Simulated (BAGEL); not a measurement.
**One shape, several levels: CH3FO (SMILES OCF)**

Wanted: a comparison of 4 runs (B3LYP/6-31G*, B3LYP/aug-cc-pVDZ, PBE0/aug-cc-pVDZ, RI-MP2/aug-cc-pVDZ) of CH3FO. 

The calculation is run with BAGEL 1.2.2.

## Step 1: The structure to begin with

The species is CH3FO (6 atoms), meant as a singlet with charge 0. SMILES: `OCF`. The coordinates come from a PBE0-D4/def2-TZVP relaxation. This is one conformer, not always the lowest.

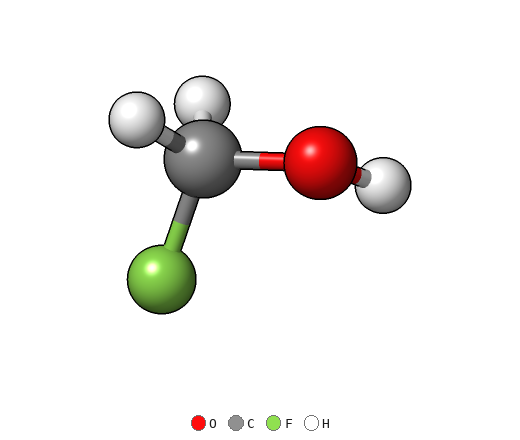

The structure, seen from a chosen angle (oxygen red, carbon grey, fluorine green, hydrogen white).

## Step 2: A single-point energy at B3LYP/6-31G(d) (density fitting with qzvpp-jkfit, spherical functions) (run 1)

File calc.json:

```json
{ "bagel" : [

{
  "title" : "molecule",
  "basis" : "6-31gs.json",
  "df_basis" : "qzvpp-jkfit",
  "angstrom" : true,
  "geometry" : [
    { "atom" : "O", "xyz" : [   -0.794000,   -0.697200,   -0.247400 ] },
    { "atom" : "C", "xyz" : [    0.250200,    0.049000,    0.230800 ] },
    { "atom" : "F", "xyz" : [   -0.094100,    1.383200,    0.323800 ] },
    { "atom" : "H", "xyz" : [   -0.928700,   -0.495100,   -1.178000 ] },
    { "atom" : "H", "xyz" : [    1.136800,    0.004900,   -0.412500 ] },
    { "atom" : "H", "xyz" : [    0.472100,   -0.308800,    1.237300 ] }
  ]
},
{
  "title" : "ks",
  "xc_func" : "b3lyp"
},
{
  "title" : "print",
  "file" : "orbitals.molden",
  "orbitals" : true
}

]}
```

The basis set 6-31G* is read from a file made from the Basis Set Exchange's data (not shown).

The run is started by

```console
BAGEL_NUM_THREADS=1 BAGEL calc.json > calc.out
```

What it wrote:

```text
* using 1 threads per process

  ===============================================================
  ===============================================================

  *** Geometry ***

  { "atom" : "O", "xyz" : [     -1.500443,     -1.317517,     -0.467518 ] },
  { "atom" : "C", "xyz" : [      0.472809,      0.092597,      0.436149 ] },
  { "atom" : "F", "xyz" : [     -0.177823,      2.613869,      0.611893 ] },
  { "atom" : "H", "xyz" : [     -1.754989,     -0.935603,     -2.226097 ] },
  { "atom" : "H", "xyz" : [      2.148241,      0.009260,     -0.779512 ] },
  { "atom" : "H", "xyz" : [      0.892140,     -0.583547,      2.338158 ] },

  Number of auxiliary basis functions:      283

  Since a DF basis is specified, we compute 2- and 3-index integrals:
    o Being stored without compression. Storage requirement is 0.005 GB

  Number of basis functions:       48
  Number of electrons      :       26

    * METHOD: MOLECULE                             0.05

  *** Kohn-Sham DFT ***

    * Removing 9883 points whose weight is below 1.00e-10
    * Grid points: 79553

  === Nuclear Repulsion ===
    79.4403251728

       - DIIS with orbital gradients will be used.

  === KS iteration (b3lyp / 6-31gs.json) ===
      0       -196.52057193          0.17402778           0.10
      1       -186.97167517          0.22655500           0.09
      2       -197.88371195          0.19406250           0.08
      3       -214.20329907          0.06153595           0.08
      4       -214.75179609          0.03736280           0.08
      5       -214.93902081          0.00920149           0.08
      6       -214.94675721          0.00587633           0.08
      7       -214.95031001          0.00331264           0.08
      8       -214.95188770          0.00088723           0.08
      9       -214.95201679          0.00008790           0.08
     10       -214.95201787          0.00002186           0.08
     11       -214.95201794          0.00001122           0.08
     12       -214.95201796          0.00000260           0.08
     13       -214.95201796          0.00000190           0.08
     14       -214.95201796          0.00000032           0.08
     15       -214.95201796          0.00000005           0.08
     16       -214.95201796          0.00000001           0.08
    * SCF iteration converged.

    * Permanent dipole moment:
           (   -0.381058,     0.271356,     0.509370) a.u.

    * METHOD: KS                                   1.57

    * METHOD: PRINT                                0.00

  ===============================================================
```

It took 1.8 s on 1 thread of Arm Neoverse V2, shared host; peak memory 0.2 GiB.

## Step 3: A single-point energy at B3LYP/aug-cc-pVDZ (density fitting with qzvpp-jkfit) (run 2)

File input.json:

```json
{ "bagel": [

{
  "title": "molecule",
  "basis": "aug-cc-pvdz.json",
  "df_basis": "qzvpp-jkfit",
  "angstrom": true,
  "geometry": [
    { "atom": "O", "xyz": [   -0.794000,   -0.697200,   -0.247400 ] },
    { "atom": "C", "xyz": [    0.250200,    0.049000,    0.230800 ] },
    { "atom": "F", "xyz": [   -0.094100,    1.383200,    0.323800 ] },
    { "atom": "H", "xyz": [   -0.928700,   -0.495100,   -1.178000 ] },
    { "atom": "H", "xyz": [    1.136800,    0.004900,   -0.412500 ] },
    { "atom": "H", "xyz": [    0.472100,   -0.308800,    1.237300 ] }
  ]
},
{
  "title": "ks",
  "xc_func": "b3lyp"
},
{
  "title": "print",
  "file": "orbitals.molden",
  "orbitals": true
}

]}
```

The basis set aug-cc-pVDZ is read from a file made from the Basis Set Exchange's data (not shown).

The run is started by

```console
BAGEL_NUM_THREADS=1 BAGEL input.json > input.out
```

What it wrote:

```text
* using 1 threads per process

  ===============================================================
  ===============================================================

  *** Geometry ***

  { "atom" : "O", "xyz" : [     -1.500443,     -1.317517,     -0.467518 ] },
  { "atom" : "C", "xyz" : [      0.472809,      0.092597,      0.436149 ] },
  { "atom" : "F", "xyz" : [     -0.177823,      2.613869,      0.611893 ] },
  { "atom" : "H", "xyz" : [     -1.754989,     -0.935603,     -2.226097 ] },
  { "atom" : "H", "xyz" : [      2.148241,      0.009260,     -0.779512 ] },
  { "atom" : "H", "xyz" : [      0.892140,     -0.583547,      2.338158 ] },

  Number of auxiliary basis functions:      283

  Since a DF basis is specified, we compute 2- and 3-index integrals:
    o Being stored without compression. Storage requirement is 0.021 GB

  Number of basis functions:       96
  Number of electrons      :       26

    * METHOD: MOLECULE                             0.08

  *** Kohn-Sham DFT ***

    * Removing 9883 points whose weight is below 1.00e-10
    * Grid points: 79553

  === Nuclear Repulsion ===
    79.4403251728

       - DIIS with orbital gradients will be used.

  === KS iteration (b3lyp / aug-cc-pvdz.json) ===
      0       -194.61087451          0.09606702           0.19
      1       -171.12801288          0.23684183           0.19
      2       -198.15441859          0.11815990           0.19
      3       -210.68279660          0.10663827           0.19
      4       -214.57216341          0.03511670           0.19
      5       -214.69846914          0.02968484           0.19
      6       -214.91080850          0.01460077           0.19
      7       -214.99439432          0.00465165           0.19
      8       -215.00381203          0.00059726           0.18
      9       -215.00397127          0.00011646           0.18
     10       -215.00397674          0.00001521           0.18
     11       -215.00397680          0.00000267           0.18
     12       -215.00397680          0.00000051           0.18
     13       -215.00397680          0.00000020           0.19
     14       -215.00397680          0.00000012           0.19
     15       -215.00397680          0.00000007           0.18
     16       -215.00397680          0.00000001           0.18
     17       -215.00397680          0.00000000           0.19
    * SCF iteration converged.

    * Permanent dipole moment:
           (   -0.433597,     0.340683,     0.465625) a.u.

    * METHOD: KS                                   3.67

    * METHOD: PRINT                                0.02

  ===============================================================
```

It took 3.9 s on 1 thread of Arm Neoverse V2, shared host; peak memory 0.35 GiB.

## Step 4: A single-point energy at PBE0/aug-cc-pVDZ (density fitting with qzvpp-jkfit) (run 3)

File calc.json:

```json
{ "bagel": [

{
  "title": "molecule",
  "basis": "aug-cc-pvdz.json",
  "df_basis": "qzvpp-jkfit",
  "angstrom": true,
  "geometry": [
    { "atom": "O", "xyz": [      -0.794000,      -0.697200,      -0.247400 ] },
    { "atom": "C", "xyz": [       0.250200,       0.049000,       0.230800 ] },
    { "atom": "F", "xyz": [      -0.094100,       1.383200,       0.323800 ] },
    { "atom": "H", "xyz": [      -0.928700,      -0.495100,      -1.178000 ] },
    { "atom": "H", "xyz": [       1.136800,       0.004900,      -0.412500 ] },
    { "atom": "H", "xyz": [       0.472100,      -0.308800,       1.237300 ] }
  ]
},

{
  "title": "ks",
  "xc_func": "pbe0"
},

{
  "title": "print",
  "file": "orbitals.molden",
  "orbitals": true
}

]}
```

The basis set aug-cc-pVDZ is read from a file made from the Basis Set Exchange's data (not shown).

The run is started by

```console
BAGEL_NUM_THREADS=1 BAGEL calc.json > calc.out
```

What it wrote:

```text
* using 1 threads per process

  ===============================================================
  ===============================================================

  *** Geometry ***

  { "atom" : "O", "xyz" : [     -1.500443,     -1.317517,     -0.467518 ] },
  { "atom" : "C", "xyz" : [      0.472809,      0.092597,      0.436149 ] },
  { "atom" : "F", "xyz" : [     -0.177823,      2.613869,      0.611893 ] },
  { "atom" : "H", "xyz" : [     -1.754989,     -0.935603,     -2.226097 ] },
  { "atom" : "H", "xyz" : [      2.148241,      0.009260,     -0.779512 ] },
  { "atom" : "H", "xyz" : [      0.892140,     -0.583547,      2.338158 ] },

  Number of auxiliary basis functions:      283

  Since a DF basis is specified, we compute 2- and 3-index integrals:
    o Being stored without compression. Storage requirement is 0.021 GB

  Number of basis functions:       96
  Number of electrons      :       26

    * METHOD: MOLECULE                             0.08

  *** Kohn-Sham DFT ***

    * Removing 9883 points whose weight is below 1.00e-10
    * Grid points: 79553

  === Nuclear Repulsion ===
    79.4403251728

       - DIIS with orbital gradients will be used.

  === KS iteration (pbe0 / aug-cc-pvdz.json) ===
      0       -194.40390604          0.09555364           0.19
      1       -169.27206623          0.22625925           0.18
      2       -198.16066105          0.11592226           0.18
      3       -211.76392934          0.08873068           0.18
      4       -214.55375315          0.02660710           0.18
      5       -214.62975239          0.02010644           0.18
      6       -214.73892140          0.00942244           0.18
      7       -214.77826201          0.00221933           0.18
      8       -214.78070315          0.00042506           0.18
      9       -214.78079197          0.00004193           0.18
     10       -214.78079247          0.00001498           0.18
     11       -214.78079254          0.00000314           0.18
     12       -214.78079254          0.00000099           0.18
     13       -214.78079254          0.00000045           0.18
     14       -214.78079254          0.00000007           0.18
     15       -214.78079254          0.00000005           0.19
     16       -214.78079254          0.00000002           0.19
     17       -214.78079254          0.00000000           0.18
    * SCF iteration converged.

    * Permanent dipole moment:
           (   -0.427252,     0.338307,     0.469099) a.u.

    * METHOD: KS                                   3.59

    * METHOD: PRINT                                0.02

  ===============================================================
```

Run time: 3.9 s. Hardware: 1 thread of Arm Neoverse V2, shared host; peak memory 0.35 GiB.

## Step 5: A single-point energy at RI-MP2/aug-cc-pVDZ (density fitting with qzvpp-jkfit) (run 4)

File mp2.json:

```json
{ "bagel" : [

{
  "title" : "molecule",
  "basis" : "aug-cc-pvdz.json",
  "df_basis" : "qzvpp-jkfit",
  "angstrom" : true,
  "geometry" : [
    { "atom" : "O", "xyz" : [      -0.794000,      -0.697200,      -0.247400 ] },
    { "atom" : "C", "xyz" : [       0.250200,       0.049000,       0.230800 ] },
    { "atom" : "F", "xyz" : [      -0.094100,       1.383200,       0.323800 ] },
    { "atom" : "H", "xyz" : [      -0.928700,      -0.495100,      -1.178000 ] },
    { "atom" : "H", "xyz" : [       1.136800,       0.004900,      -0.412500 ] },
    { "atom" : "H", "xyz" : [       0.472100,      -0.308800,       1.237300 ] }
  ]
},

{
  "title" : "hf"
},

{
  "title" : "mp2",
  "ncore" : 3
}

]}
```

The basis set aug-cc-pVDZ is read from a file made from the Basis Set Exchange's data (not shown).

The run is started by

```console
BAGEL_NUM_THREADS=1 BAGEL mp2.json > mp2.out
```

What it wrote:

```text
* using 1 threads per process

  ===============================================================
  ===============================================================

  *** Geometry ***

  { "atom" : "O", "xyz" : [     -1.500443,     -1.317517,     -0.467518 ] },
  { "atom" : "C", "xyz" : [      0.472809,      0.092597,      0.436149 ] },
  { "atom" : "F", "xyz" : [     -0.177823,      2.613869,      0.611893 ] },
  { "atom" : "H", "xyz" : [     -1.754989,     -0.935603,     -2.226097 ] },
  { "atom" : "H", "xyz" : [      2.148241,      0.009260,     -0.779512 ] },
  { "atom" : "H", "xyz" : [      0.892140,     -0.583547,      2.338158 ] },

  Number of auxiliary basis functions:      283

  Since a DF basis is specified, we compute 2- and 3-index integrals:
    o Being stored without compression. Storage requirement is 0.021 GB

  Number of basis functions:       96
  Number of electrons      :       26

    * METHOD: MOLECULE                             0.08

  *** RHF ***

  === Nuclear Repulsion ===
    79.4403251728

      * DIIS with orbital gradients will be used.

  === RHF iteration (aug-cc-pvdz.json) ===
      0       -213.71666980          0.01787261           0.02
      1       -213.86657812          0.01253682           0.02
      2       -213.93845844          0.00159913           0.02
      3       -213.93993215          0.00050900           0.02
      4       -213.94003589          0.00011776           0.02
      5       -213.94005099          0.00003486           0.02
      6       -213.94005202          0.00001634           0.02
      7       -213.94005220          0.00000408           0.02
      8       -213.94005221          0.00000157           0.02
      9       -213.94005221          0.00000030           0.02
     10       -213.94005221          0.00000010           0.02
     11       -213.94005221          0.00000004           0.02
     12       -213.94005221          0.00000001           0.02
     13       -213.94005221          0.00000001           0.02
    * SCF iteration converged.

    * Permanent dipole moment:
           (   -0.497466,     0.375469,     0.488245) a.u.

    * METHOD: HF                                   0.36

  *** RHF ***

  === Nuclear Repulsion ===
    79.4403251728

      * DIIS with orbital gradients will be used.

  === RHF iteration (aug-cc-pvdz.json) ===
      0       -213.94005221          0.00000000           0.02
    * SCF iteration converged.

    * Permanent dipole moment:
           (   -0.497466,     0.375469,     0.488245) a.u.

  === DF-MP2 calculation ===

    * freezing 3 orbitals
    * 3-index integral transformation done
    * assembly done

      MP2 correlation energy:   -0.5527831567      0.02

      MP2 total energy:       -214.4928353717

    * METHOD: MP2                                  0.07

  ===============================================================
```

Run time: 0.64 s. Hardware: 1 thread of Arm Neoverse V2, shared host.

## Step 6: Overview of the runs

| run | level | frozen core orbitals | energy (Eh) | dipole moment (D) | HOMO energy (eV) | LUMO energy (eV) | wall time |
| --- | --- | --- | --- | --- | --- | --- | --- |
| 1 | B3LYP/6-31G* (density fitting with qzvpp-jkfit, spherical functions) | – | -214.952018 | 1.76 | -8.39 | 1.93 | 1.8 s |
| 2 | B3LYP/aug-cc-pVDZ (density fitting with qzvpp-jkfit) | – | -215.003977 | 1.83 | -8.95 | -0.48 | 3.9 s |
| 3 | PBE0/aug-cc-pVDZ (density fitting with qzvpp-jkfit) | – | -214.780793 | 1.83 | -9.18 | -0.18 | 3.9 s |
| 4 | RI-MP2/aug-cc-pVDZ (density fitting with qzvpp-jkfit) | 3 | -214.492835 | – | – | – | 0.64 s |

## Step 7: Summary of results

```
                                          quantity          value
                               run 4: total energy  -214.49284 Eh
run 4: correlation energy (3 core orbitals frozen)     -552.8 mEh
```

In words: Over runs 1, 2, 3 the dipole moment (its size) runs from 1.76 D (B3LYP/6-31G*) to 1.83 D (B3LYP/aug-cc-pVDZ). Over runs 1, 2, 3 the HOMO–LUMO gap runs from 8.47 eV (B3LYP/aug-cc-pVDZ) to 10.31 eV (B3LYP/6-31G*). Totals of different functionals can't be ranked against each other. All runs together took 10 s, the longest 3.9 s.
